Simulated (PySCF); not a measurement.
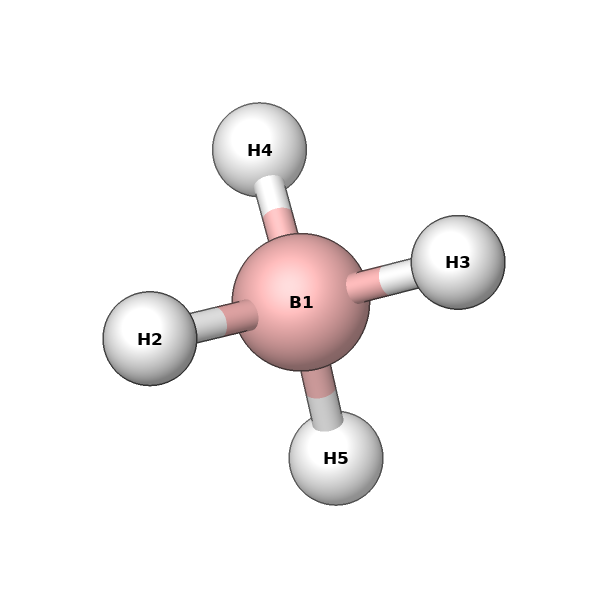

Charge −1, singlet. The geometry was computed by an optimisation with GFN2-xTB. No frequency run is at hand to confirm it as a minimum. Method: B3LYP/pcJ-1 indirect spin-spin coupling, non-relativistic, gas phase (PySCF 2.14.0). Isotopes: 11B, 1H.

Give the spin–spin coupling constants of these pairs, with the number of bonds between them: B1/H2, B1/H4, B1/H3, H2/H4, H2/H5, H3/H4, H4/H5.

| pair | bonds apart | J (Hz) |
| --- | --- | --- |
| B1, H2 | 1 | 86.6 |
| B1, H4 | 1 | 86.6 |
| B1, H3 | 1 | 86.6 |
| H2, H4 | 2 | −10.8 |
| H2, H5 | 2 | −10.8 |
| H3, H4 | 2 | −10.8 |
| H4, H5 | 2 | −10.8 |

The geometry is semi-empirical. Around B such bond lengths and angles can be off by a tenth of an ångström or more and by several degrees, and values that hang on the shape move with them.
